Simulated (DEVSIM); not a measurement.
System: Ru/La2O3/n-Si capacitor, at 300 K.

```
layer (left to right)  material  thickness (nm)  Nd (cm⁻³)
---------------------  --------  --------------  ---------
1                         La2O3            19.0          -
2                            Si            2600     4.9e16
```

Metal gate on the left, work function 4.7 eV. Fixed charge at the semiconductor interface 0 cm⁻² (in units of +e); interface traps 1e10 cm⁻² eV⁻¹, uniform in energy, neutral level at 0.7 of the gap above the valence band.

The device is made up for the run: typed textbook-type constants, with dimensions and the other settings drawn at random. Values at 300 K.

```
parameter      La2O3       Si
-------------  -----  -------
gap (eV)         5.8    1.124
affinity (eV)    1.8     4.05
permittivity      27     11.7
Nc (cm⁻³)          -  2.86e19
Nv (cm⁻³)          -   3.1e19
```

DEVSIM, 1D Poisson equation in equilibrium, Boltzmann statistics, complete ionisation; no quantum confinement or tunnelling. Metal contacts follow the ideal Schottky-Mott rule: no Fermi-level pinning, no interface dipoles.

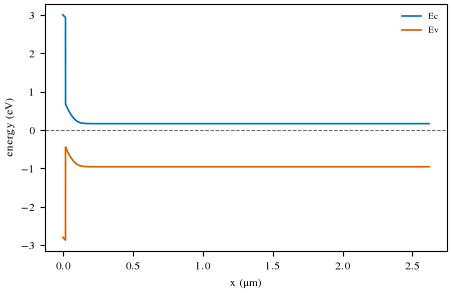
Band edges at -0.1 V on the gate

Energies count from the Fermi level of the right contact; mesh points crowd at the junctions.

```
x (μm)    Ec (eV)  Ev (eV)  n (cm⁻³)  p (cm⁻³)  field (V/cm)
--------  -------  -------  --------  --------  ------------
0.000       3.000   -2.800     < 1e2     < 1e2        -38000
0.001379    2.995   -2.805     < 1e2     < 1e2        -38000
0.004358    2.984   -2.816     < 1e2     < 1e2        -38000
0.01012     2.962   -2.838     < 1e2     < 1e2        -38000
0.01638     2.939   -2.861     < 1e2     < 1e2        -38000
0.01839     2.931   -2.869     < 1e2     < 1e2        -38000
0.01958     0.674   -0.450     1.4e8    8.4e11        -86000
0.02299     0.645   -0.479     4.2e8    2.8e11        -83000
0.02946     0.593   -0.531     3.1e9    3.7e10        -78000
0.04493     0.481   -0.643    2.4e11     4.9e8        -66000
0.07892     0.299   -0.825    2.7e14    430000        -41000
0.1984      0.165   -0.959    4.8e16      2400          -260
0.4249      0.165   -0.959    4.9e16      2400           ≈ 0
0.9672      0.165   -0.959    4.9e16      2400           ≈ 0
2.003       0.165   -0.959    4.9e16      2400           ≈ 0
2.346       0.165   -0.959    4.9e16      2400           ≈ 0
2.503       0.165   -0.959    4.9e16      2400           ≈ 0
2.568       0.165   -0.959    4.9e16      2400           ≈ 0
2.603       0.165   -0.959    4.9e16      2400           ≈ 0
2.612       0.165   -0.959    4.9e16      2400           ≈ 0
2.617       0.165   -0.959    4.9e16      2400           ≈ 0
2.619       0.165   -0.959    4.9e16      2400           ≈ 0
```
